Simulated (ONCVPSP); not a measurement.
**Pseudopotential generation for C**

System: carbon (C, Z = 6), core [He], reference valence 2s2 2p1 (an ion of charge +1), valence charge 4.
Method: ONCV potential, PBE, fully relativistic, made with ONCVPSP 4.0.1.

## Input file
```
# ATOM AND REFERENCE CONFIGURATION
# atsym  z   nc   nv     iexc    psfile
  C 6.00    1    2        4      upf
#
#   n    l    f
    1    0    2.00
    2    0    2.00
    2    1    1.00
#
# PSEUDOPOTENTIAL AND OPTIMIZATION
# lmax
    2
#
#   l,   rc,      ep,       ncon, nbas, qcut
    0    1.20    0.00    3    8    6.80
    1    1.70    0.00    4    9    8.50
    2    1.75    0.05    5   10    5.20
#
# LOCAL POTENTIAL
# lloc, lpopt,  rc(5),   dvloc0
    4    1    0.95    0.00
#
# VANDERBILT-KLEINMAN-BYLANDER PROJECTORs
# l, nproj, debl
    0    2    1.10
    1    2    1.10
    2    2    3.80
#
# MODEL CORE CHARGE
# icmod, fcfact, rcfact
    1    0.45    0.00
#
# LOG DERIVATIVE ANALYSIS
# epsh1, epsh2, depsh
   -2.00    5.00    0.02
#
# OUTPUT GRID
# rlmax, drl
    6.00    0.01
#
# TEST CONFIGURATIONS
# ncnf
    4
# nvcnf
#   n    l    f
    2
    2    0    2.00
    2    1    2.00
#
    2
    2    0    2.00
    2    1    0.00
#
    2
    2    0    1.00
    2    1    0.00
#
    2
    2    0    1.00
    2    1    3.00
#
```

Launched with:
```bash
oncvpspr.x < C.dat > C.out
```

## Output (extracts)
```
ONCVPSP  (Optimized Norm-Conservinng Vanderbilt PSeudopotential)
relativistic version 4.0.1

#   n    l    f        energy (Ha)
    1    0    2.00    -1.0598102D+01
    2    0    2.00    -9.4659073D-01
    2    1    1.00    -6.2475672D-01    -6.2518671D-01

Reference configufation results
  iterations    23
  all-electron total energy (Ha)   -3.73656674D+01

Begin loop to  construct optimized pseudo wave functions
and semi-local pseudopoentials for all angular momenta

   Wellstate for l =  0  n =  3 kap= -1
     eigenvalue =   0.1534
     asymptotic potential =   0.6534
     half-point radius =  3.4683

Calculating optimized projector #   1

 for l=   0

    Fraction of norm inside rc  0.379587
    Optimizing pswf for qcut=   6.79 a_B^-1,  ecut=  23.06 Ha
    Residual kinetic energy error=  7.83D-05 Ha

    Energy error per electron        Cutoff
         Ha          eV             Ha
         0.01000     0.27211       11.57
         0.00100     0.02721       17.48
         0.00010     0.00272       22.71
         0.00001     0.00027      119.51

Calculating optimized projector #   2

 for l=   0

    Fraction of norm inside rc  0.102317
    Optimizing pswf for qcut=   6.79 a_B^-1,  ecut=  23.06 Ha
    Residual kinetic energy error=  4.58D-05 Ha

    Energy error per electron        Cutoff
         Ha          eV             Ha
         0.01000     0.27211        9.52
         0.00100     0.02721       16.30
         0.00010     0.00272       21.36
         0.00001     0.00027       39.38

   Wellstate for l =  1  n =  3 kap= -2
     eigenvalue =   0.4752
     asymptotic potential =   0.9752
     half-point radius =  2.9672

Calculating optimized projector #   1

 for l=   1

    Fraction of norm inside rc  0.667619
    Optimizing pswf for qcut=   8.49 a_B^-1,  ecut=  36.06 Ha
    Residual kinetic energy error=  1.14D-07 Ha

    Energy error per electron        Cutoff
         Ha          eV             Ha
         0.01000     0.27211       15.38
         0.00100     0.02721       21.24
         0.00010     0.00272       26.15
         0.00001     0.00027       29.91

Calculating optimized projector #   2

 for l=   1

    Fraction of norm inside rc  0.188203
    Optimizing pswf for qcut=   8.49 a_B^-1,  ecut=  36.06 Ha
    Residual kinetic energy error=  5.84D-07 Ha

    Energy error per electron        Cutoff
         Ha          eV             Ha
         0.01000     0.27211       16.18
         0.00100     0.02721       22.50
         0.00010     0.00272       27.83
         0.00001     0.00027       31.92

   Wellstate for l =  1  n =  3 kap=  1
     eigenvalue =   0.4748

Calculating optimized projector #   1

 for l=   1

    Fraction of norm inside rc  0.668017
    Optimizing pswf for qcut=   8.49 a_B^-1,  ecut=  36.06 Ha
    Residual kinetic energy error=  1.15D-07 Ha

    Energy error per electron        Cutoff
         Ha          eV             Ha
         0.01000     0.27211       15.39
         0.00100     0.02721       21.25
         0.00010     0.00272       26.16
         0.00001     0.00027       29.92

Calculating optimized projector #   2

 for l=   1

    Fraction of norm inside rc  0.188191
    Optimizing pswf for qcut=   8.49 a_B^-1,  ecut=  36.06 Ha
    Residual kinetic energy error=  5.87D-07 Ha

    Energy error per electron        Cutoff
         Ha          eV             Ha
         0.01000     0.27211       16.19
         0.00100     0.02721       22.51
         0.00010     0.00272       27.84
         0.00001     0.00027       31.92

   Wellstate for l =  2  n =  3 kap= -3
     eigenvalue =   0.0500
     asymptotic potential =   0.5500
     half-point radius =  5.8290

   Wellstate for l =  2  n =  5 kap= -3
     eigenvalue =   3.8500
     asymptotic potential =   4.3500
     half-point radius =  3.0528

Calculating optimized projector #   1

 for l=   2

    Fraction of norm inside rc  0.049449
    Optimizing pswf for qcut=   5.21 a_B^-1,  ecut=  13.56 Ha
    Residual kinetic energy error=  2.95D-05 Ha

    Energy error per electron        Cutoff
         Ha          eV             Ha
         0.01000     0.27211        2.97
         0.00100     0.02721        6.66
         0.00010     0.00272       11.12
         0.00001     0.00027       23.11

Calculating optimized projector #   2

 for l=   2

    Fraction of norm inside rc  0.140824
    Optimizing pswf for qcut=   5.21 a_B^-1,  ecut=  13.56 Ha
    Residual kinetic energy error=  7.80D-03 Ha

    Energy error per electron        Cutoff
         Ha          eV             Ha
         0.01000     0.27211       12.74
         0.00100     0.02721       20.48
         0.00010     0.00272       86.93
         0.00001     0.00027      143.56

   Wellstate for l =  2  n =  3 kap=  2
     eigenvalue =   0.0500

   Wellstate for l =  2  n =  5 kap=  2
     eigenvalue =   3.8500

Calculating optimized projector #   1

 for l=   2

    Fraction of norm inside rc  0.049459
    Optimizing pswf for qcut=   5.21 a_B^-1,  ecut=  13.56 Ha
    Residual kinetic energy error=  2.95D-05 Ha

    Energy error per electron        Cutoff
         Ha          eV             Ha
         0.01000     0.27211        2.97
         0.00100     0.02721        6.66
         0.00010     0.00272       11.13
         0.00001     0.00027       23.13

Calculating optimized projector #   2

 for l=   2

    Fraction of norm inside rc  0.140844
    Optimizing pswf for qcut=   5.21 a_B^-1,  ecut=  13.56 Ha
    Residual kinetic energy error=  7.81D-03 Ha

    Energy error per electron        Cutoff
         Ha          eV             Ha
         0.01000     0.27211       12.74
         0.00100     0.02721       20.49
         0.00010     0.00272       86.99
         0.00001     0.00027      143.57

Construct Vanderbilt / Kleinmman-Bylander projectors

B matrix Hermiticity error, ll=  0  kap= -1
   1   2    4.0676D-05

  Orthonormal projector coefficients  6.3488E+00  8.0402E-01

B matrix Hermiticity error, ll=  1  kap= -2
   1   2    4.3127D-05

  Orthonormal projector coefficients -2.1258E+00 -4.5066E-01

B matrix Hermiticity error, ll=  1  kap=  1
   1   2    4.3150D-05

  Orthonormal projector coefficients -2.1294E+00 -4.5142E-01

B matrix Hermiticity error, ll=  2  kap= -3
   1   2   -3.5805D-05

  Orthonormal projector coefficients -2.7541E+00 -2.0373E+00

B matrix Hermiticity error, ll=  2  kap=  2
   1   2   -3.5809D-05

  Orthonormal projector coefficients -2.7493E+00 -2.0211E+00

 Orthonormal scalar projector coefficients, l =  1
 -2.1270E+00 -4.5091E-01 -1.5628E-08 -1.2965E-09

 Orthonormal spin-orbit projector coefficients, l =  1
  2.4374E-03  5.2153E-04 -3.0170E-05 -2.0268E-06

 Orthonormal scalar projector coefficients, l =  2
 -2.7522E+00 -2.0309E+00 -6.1400E-07 -6.8463E-08

 Orthonormal spin-orbit projector coefficients, l =  2
 -7.6556E-03 -1.0910E-03  3.1188E-04  4.0090E-05

Model core correction analysis
  based on d2Exc/dn_idn_j

d2excae - all-electron derivatives

   -4.594165D-02   -3.978035D-02
   -4.020142D-02   -3.843535D-02

d2excps - pseudofunction derivatives with no core correction

   -5.161980D-02   -4.884800D-02
   -4.928969D-02   -4.913911D-02

rms 2nd derivative error    8.826538E-03

Polynomial model core charge

d2excps - pseudofunction derivatives with core correction

   -5.105904D-02   -4.750596D-02
   -4.795304D-02   -4.657465D-02

rms 2nd derivative error    7.283691E-03

Pseudoatom total energy   -4.992739

Diagnostic tests using Vanderbilt-Kleinman-Bylander pseudopotentials
  relativistic with J = L +/- 1/2 projectors

   l  kap   rcore       rmatch      e in        delta e    norm test   slope test

   0  -1   1.2027791   1.2392981  -0.9465907   0.0000303   1.0000408   1.0006025
   0  -1   1.2027791   1.2392981   0.1534093   0.0000958   1.0001086   1.0001086

   1  -2   1.7016442   1.7533098  -0.6247567  -0.0000034   1.0000224   1.0000390
   1   1   1.7016442   1.7533098  -0.6251867  -0.0000001   1.0000246   1.0000234
   1  -2   1.7016442   1.7533098   0.4752433   0.0000010   1.0000793   1.0000793
   1   1   1.7016442   1.7533098   0.4749505   0.0000012   1.0000790   1.0000790

   2  -3   1.7533098   1.8065441   0.0500000   0.0000057   1.0000209   1.0000209
   2   2   1.7533098   1.8065441   0.0499889   0.0000089   1.0000217   1.0000217
   2  -3   1.7533098   1.8065441   3.8500000   0.0000128   1.0002046   1.0002046
   2   2   1.7533098   1.8065441   3.8499133   0.0000134   1.0002030   1.0002030

Diagnostic tests using Vanderbilt-Kleinman-Bylander pseudopotentials
  relativistic with scalar and spin-orbit non-local projectors

   l  kap   rcore       rmatch      e in        delta e    norm test   slope test

   0  -1   1.2027791   1.2392981  -0.9465907   0.0000303   1.0000408   1.0006025
   0  -1   1.2027791   1.2392981   0.1534093   0.0000958   1.0001086   1.0001086

   1  -2   1.7016442   1.7533098  -0.6247567  -0.0000033   1.0000224   1.0000394
   1   1   1.7016442   1.7533098  -0.6251867  -0.0000004   1.0000246   1.0000226
   1  -2   1.7016442   1.7533098   0.4752433   0.0000011   1.0000794   1.0000794
   1   1   1.7016442   1.7533098   0.4749505   0.0000010   1.0000788   1.0000788

   2  -3   1.7533098   1.8065441   0.0500000   0.0000059   1.0000209   1.0000209
   2   2   1.7533098   1.8065441   0.0499889   0.0000091   1.0000217   1.0000217
   2  -3   1.7533098   1.8065441   3.8500000   0.0000133   1.0002046   1.0002046
   2   2   1.7533098   1.8065441   3.8499133   0.0000139   1.0002030   1.0002030

Ghost test for J = L + 1/2

 Testing for bound ghosts
   n   l    E NL Schr. Eq   E Basis Diag.   E Cutoff

   1   0       -0.946560       -0.930886    180.21

   2   1       -0.624760       -0.622976    136.26

   3   2       -0.075716        0.097724    179.31

 Testing for highly-localized positive-energy ghosts
       l    <radius>/rc     E Basis Diag.   E Cutoff

Ghost test for J = L - 1/2

 Testing for bound ghosts
   n   l    E NL Schr. Eq   E Basis Diag.   E Cutoff

   1   0       -0.946560       -0.930886    180.21

   2   1       -0.625187       -0.623409    136.26

   3   2       -0.075717        0.097715    179.31

 Testing for highly-localized positive-energy ghosts
       l    <radius>/rc     E Basis Diag.   E Cutoff

Test configuration 0

   n   l kap    f        eae           eps        diff
   1   0  -1  2.0000  -10.59810189
   2   0  -1  2.0000   -0.94659073   -0.94656038    3.03E-05
   2   1  -2  0.6667   -0.62475672   -0.62476012   -3.40E-06
   2   1   1  0.3333   -0.62518671   -0.62518681   -1.03E-07

    Total energies and differences
      AE_ref= -3.73656674E+01  AE_tst= -3.73656674E+01  dif=  0.00E+00
      PS_ref= -4.99273935E+00  PS_tst= -4.99273935E+00  dif=  0.00E+00
      PSP excitation error=  0.00E+00

Test configuration 1

   n   l kap    f        eae           eps        diff
   1   0  -1  2.0000  -10.04636734
   2   0  -1  2.0000   -0.50532609   -0.50507829    2.48E-04
   2   1  -2  1.3333   -0.19412459   -0.19468627   -5.62E-04
   2   1   1  0.6667   -0.19444583   -0.19501047   -5.65E-04

    Total energies and differences
      AE_ref= -3.73656674E+01  AE_tst= -3.77648135E+01  dif= -3.99E-01
      PS_ref= -4.99273935E+00  PS_tst= -5.39241611E+00  dif= -4.00E-01
      PSP excitation error=  5.31E-04

Test configuration 2

   n   l kap    f        eae           eps        diff
   1   0  -1  2.0000  -11.33855123
   2   0  -1  2.0000   -1.48387735   -1.48081293    3.06E-03
   2   1  -2  0.0000   -1.16714083   -1.16714083    0.00E+00
   2   1   1  0.0000   -1.16770317   -1.16770317    0.00E+00

    Total energies and differences
      AE_ref= -3.73656674E+01  AE_tst= -3.64779526E+01  dif=  8.88E-01
      PS_ref= -4.99273935E+00  PS_tst= -4.10745271E+00  dif=  8.85E-01
      PSP excitation error=  2.43E-03

Test configuration 3

   n   l kap    f        eae           eps        diff
   1   0  -1  2.0000  -12.19636278
   2   0  -1  1.0000   -2.06183689   -2.05636972    5.47E-03
   2   1  -2  0.0000   -1.76749512   -1.76749512    0.00E+00
   2   1   1  0.0000   -1.76820660   -1.76820660    0.00E+00

    Total energies and differences
      AE_ref= -3.73656674E+01  AE_tst= -3.47068579E+01  dif=  2.66E+00
      PS_ref= -4.99273935E+00  PS_tst= -2.34061300E+00  dif=  2.65E+00
      PSP excitation error=  6.68E-03

Test configuration 4

   n   l kap    f        eae           eps        diff
   1   0  -1  2.0000  -10.08191512
   2   0  -1  1.0000   -0.52187345   -0.52138614    4.87E-04
   2   1  -2  2.0000   -0.20980544   -0.21046609   -6.61E-04
   2   1   1  1.0000   -0.21013393   -0.21079830   -6.64E-04

    Total energies and differences
      AE_ref= -3.73656674E+01  AE_tst= -3.74532591E+01  dif= -8.76E-02
      PS_ref= -4.99273935E+00  PS_tst= -5.08183849E+00  dif= -8.91E-02
      PSP excitation error=  1.51E-03
```

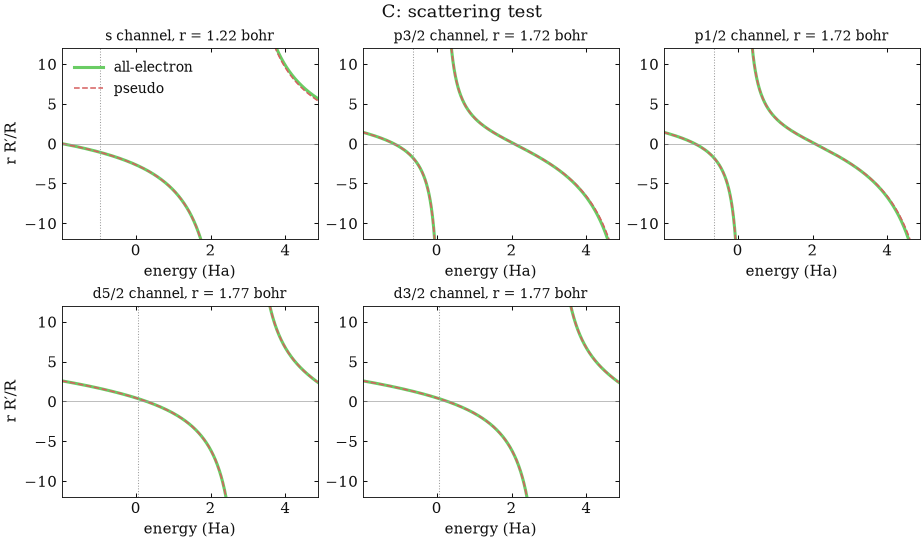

**Figure 1.** Logarithmic derivatives r R′/R at the test radius against energy, all-electron atom (solid) and pseudo-atom (dashed). Here R(r) is the radial function. The dotted line marks the reference energy of the channel. Not drawn: f7/2: not judged; f5/2: not judged.

- Zeros of the logarithmic derivative: s: all-electron -2.0 Ha, pseudo -2.0 Ha; p3/2: all-electron -1.1 and 2.1 Ha, pseudo -1.1 and 2.1 Ha; p1/2: all-electron -1.1 and 2.1 Ha, pseudo -1.1 and 2.1 Ha; d5/2: all-electron 0.3 Ha, pseudo 0.3 Ha; d3/2: all-electron 0.3 Ha, pseudo 0.3 Ha.
- Poles, where the radial function vanishes at the test radius: s: all-electron at 2.7 Ha, pseudo at 2.7 Ha; p3/2: all-electron at 0.1 Ha, pseudo at 0.1 Ha; p1/2: all-electron at 0.1 Ha, pseudo at 0.1 Ha; d5/2: all-electron at 3.0 Ha, pseudo at 3.0 Ha; d3/2: all-electron at 3.0 Ha, pseudo at 3.0 Ha.
- Ghost states: the plot shows none: pseudo and all-electron curves have the same branches in all channels drawn. The separate test gives: no bound ghost flagged; no localised positive-energy state flagged.

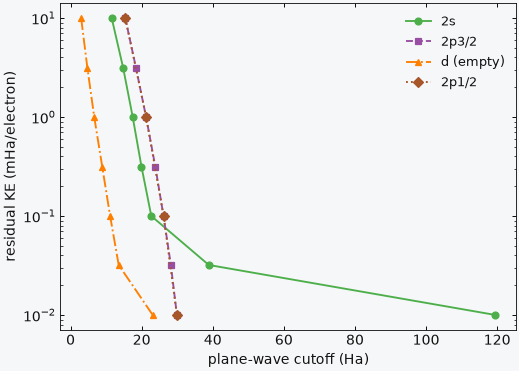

**Figure 2.** Residual kinetic energy of the pseudo-waves (the first of each channel, and further valence shells) beyond the plane-wave cutoff, as the generator prints it.

- Cutoffs for the occupied states: 21 Ha for 1 mHa and 26 Ha for 0.1 mHa per electron. The first is set by 2p1/2.
- Cutoffs for 1 mHa per electron: 2p1/2: 21 Ha; 2p3/2: 21 Ha; 2s: 17 Ha; d (empty): 6.7 Ha.

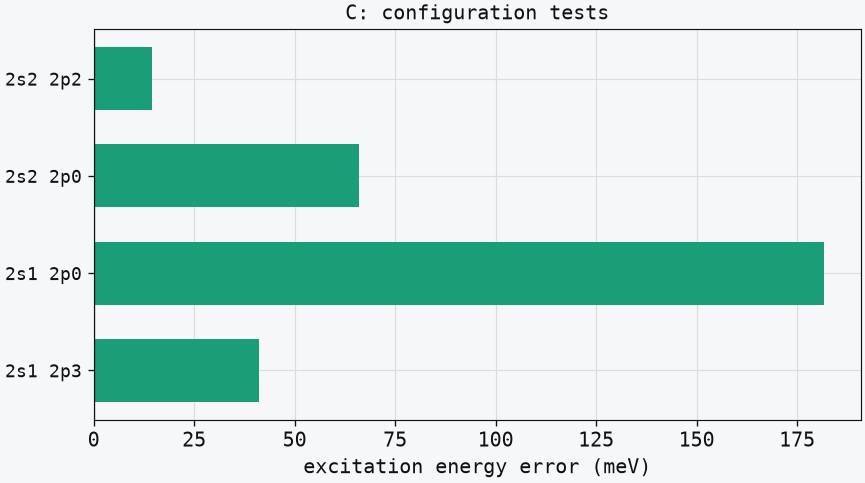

**Figure 3.** Errors, all-electron minus pseudo, of the energies of valence configurations relative to the unpolarised reference 2s2 2p1.

- Worst configuration: 2s1 2p0 (charge +3): the error is +182 meV on an all-electron energy of +72.35 eV relative to the reference, or 0.25 %.
- Configurations within 10 meV and within 50 meV: 0 and 2 of 4.
- Errors in meV: 2s2 2p2: +14; 2s2 2p0: +66; 2s1 2p0: +182; 2s1 2p3: +41.

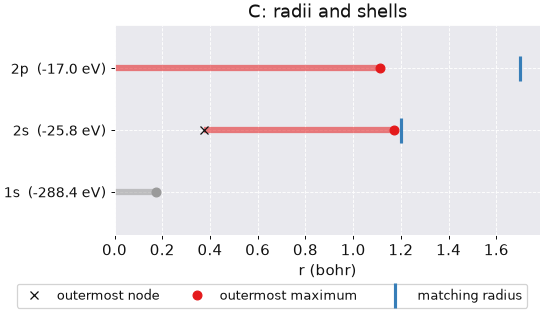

**Figure 4.** Outer shells of the all-electron reference atom: each bar runs from the outermost node (or the nucleus) to the outermost maximum of u(r); the tick is the radius chosen for the pseudo-wave. Shells without a tick have no pseudo-wave of their own. Levels, nodes and maxima are from ld1.x, scalar-relativistic.

- Radii against the shells: 2s: 1.20 bohr, outside the maximum; 2p: 1.70 bohr, outside the maximum.

## Key numbers

- outcome: generated
- cutoffs needed: 21 Ha and 26 Ha (the cutoffs at which the residual kinetic energy of the hardest occupied pseudo-wave falls to 1 and 0.1 mHa per electron)
- ghost test: no bound ghost flagged; no localised positive-energy state flagged
- largest excitation error: +182 meV (all-electron minus pseudo) for 2s1 2p0, out of 4 test configurations
- rms error of d²Exc/dni dnj: 8.83 mHa without and 7.28 mHa with the model core
- range over which the phases arctan(r R′/R) at the test radius agree within 0.05 rad (a looser test near the poles than one of phase shifts): s: over the whole range computed; p3/2: over the whole range computed; p1/2: over the whole range computed; d5/2: over the whole range computed; d3/2: over the whole range computed; f7/2: not judged, local potential alone; f5/2: not judged, local potential alone
- hardware: 1 CPU thread, shared host
- wall time: 3.8 s
